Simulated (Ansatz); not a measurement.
# CCSD(T)/aug-cc-pVDZ run of GeHF3 (SMILES [F][GeH]([F])[F])

What is the vertical electron affinity of GeHF3 at CCSD(T)/aug-cc-pVDZ? 

The results are computed with Ansatz 0.2.0.

48 further runs of the same task are left out: 48 set aside as unsound or not needed. Runs told in other sessions of the task aren't counted.

**1. The molecule**

The species is GeHF3 (5 atoms), meant as a singlet with charge 0. As SMILES, `[F][GeH]([F])[F]`. The coordinates come from a PBE0-D4/def2-TZVP relaxation.

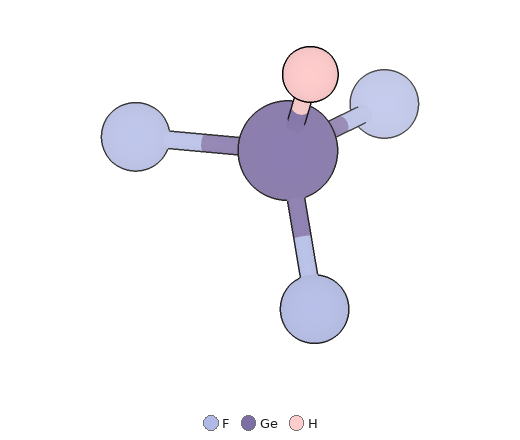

The structure, seen from a chosen angle (fluorine light blue, germanium purple, hydrogen pink).

**2. A single-point energy at CCSD(T)/aug-cc-pVDZ**

Contents of molecule.yaml:

```yaml
crystal:
  periodic: [false, false, false]
  atoms:
    - {symbol: F, position_ang: [-0.249800, -0.734100, 1.483000]}
    - {symbol: Ge, position_ang: [0.095600, -0.008700, -0.023300]}
    - {symbol: F, position_ang: [-0.673100, 1.515700, -0.011300]}
    - {symbol: F, position_ang: [-0.708100, -0.944000, -1.204000]}
    - {symbol: H, position_ang: [1.585200, 0.097300, -0.285700]}
basis:
  gaussian: {orbitals: aug-cc-pVDZ}
correlation: {method: ccsd_t, frozen_orbitals: {F: 1, Ge: 9, H: 0}}
accuracy: high
scf: {omitted_lower_state_checks: [cluster_reference, increment]}
```

Command:

```sh
$ ansatz run molecule.yaml --threads 1 --pin off --max-ram 3480MiB --events-out events.jsonl --progress --plain --runs-dir runs
```

The log of the run (excerpt; [...] marks lines left out):

```text
Warning: RAYON_NUM_THREADS=1 ignored (pool sized by the plan → 1); use --threads N
Functional definition: HF
  name "HF"
[...]
2323 factors; integrals over basis functions are off by at most 4.5e-9 eV
[...]
mean field -64610.51086333 eV, -2374.3924796502 hartree, gradient 2.2e-8 eV, S^2 0.000000; 0 other end points of the search recorded, 0 dependent functions left out
12 core orbitals not correlated: weight in the atoms' cores, before any rotation towards them, 1.000 or more for the frozen orbitals, at most 0.000 for the correlated occupied ones
reference -64610.51086333 eV, -2374.3924796502 hartree; 18, 18 occupied and 84, 84 virtual orbitals, 2323 factors
second order -20.18270703 eV of doubles, -0.00000000 eV of singles
cycle   1  -19.83037483 eV  change    3.5e-1 eV  update   1.2e-1
[...]
cycle  19  -20.41043362 eV  change   -1.8e-9 eV  update   2.2e-9
perturbative correction -0.51245013 eV, -0.0188321951 hartree
Total energy: -64631.43374708 eV, -2375.1613814460 hartree
Checks for a lower state left out: cluster_reference, increment
```

It took 85 s on 1 thread of Arm Neoverse V1, shared host; peak memory 1 GiB.

**3. The doublet anion, same level**

Contents of input.yaml:

```yaml
crystal:
  periodic: [false, false, false]
  atoms:
    - {symbol: F, position_ang: [-0.249800, -0.734100, 1.483000]}
    - {symbol: Ge, position_ang: [0.095600, -0.008700, -0.023300]}
    - {symbol: F, position_ang: [-0.673100, 1.515700, -0.011300]}
    - {symbol: F, position_ang: [-0.708100, -0.944000, -1.204000]}
    - {symbol: H, position_ang: [1.585200, 0.097300, -0.285700]}
basis:
  gaussian:
    orbitals: aug-cc-pVDZ
accuracy: high
total_charge: -1
scf:
  omitted_lower_state_checks: [cluster_reference, increment]
correlation:
  method: ccsd_t
  frozen_orbitals: {F: 1, Ge: 9, H: 0}
magnetization:
  spin_polarized: true
  initial_magnetization: 1
```

Command:

```sh
$ ansatz run input.yaml --threads 1 --pin off --max-ram 3480MiB --events-out events.jsonl --progress --plain --runs-dir runs
```

The log of the run (excerpt; [...] marks lines left out):

```text
Warning: RAYON_NUM_THREADS=1 ignored (pool sized by the plan → 1); use --threads N
Functional definition: HF
  name "HF"
[...]
2323 factors; integrals over basis functions are off by at most 4.5e-9 eV
[...]
mean field -64609.44600848 eV, -2374.3533469563 hartree, gradient 5.3e-8 eV, S^2 0.750252; 12 other end points of the search recorded, 0 dependent functions left out
12 core orbitals not correlated: weight in the atoms' cores, before any rotation towards them, 1.000 or more for the frozen orbitals, at most 0.000 for the correlated occupied ones
reference -64609.44600848 eV, -2374.3533469563 hartree; 19, 18 occupied and 83, 84 virtual orbitals, 2323 factors
second order -20.24310532 eV of doubles, -0.00000000 eV of singles
cycle   1  -19.91111209 eV  change    3.3e-1 eV  update   1.2e-1
[...]
cycle  33  -20.49899155 eV  change    1.4e-9 eV  update   2.6e-9
perturbative correction -0.51899927 eV, -0.0190728716 hartree
Total energy: -64630.46399931 eV, -2375.1257438727 hartree
Checks for a lower state left out: cluster_reference, increment
```

It took 8.1 min on 1 thread of Arm Neoverse V1, shared host; peak memory 2.3 GiB.

**4. Results**

Level: CCSD(T)/aug-cc-pVDZ, 12 core orbitals frozen.

| quantity | value |
| --- | --- |
| singlet GeHF3: total energy | -2375.16138 Eh |
| singlet GeHF3: correlation energy (12 core orbitals frozen) | -768.9 mEh |
| singlet GeHF3: (T) correction | -18.83 mEh |
| singlet GeHF3: T1 diagnostic | 0.013 |
| doublet anion: total energy | -2375.12574 Eh |
| doublet anion: correlation energy (12 core orbitals frozen) | -772.4 mEh |
| doublet anion: (T) correction | -19.07 mEh |
| doublet anion: ⟨S²⟩ of the reference determinant | 0.750 |
| doublet anion: T1 diagnostic | 0.018 |
| vertical electron affinity (to the doublet anion) | -0.970 eV |

The anion lies 0.97 eV (93.6 kJ/mol) above the neutral: the electron isn't bound at this level, and such a value depends on the basis. The triples (singlet GeHF3) make up 2.4 % of the correlation energy. The triples (doublet anion) make up 2.5 % of the correlation energy.
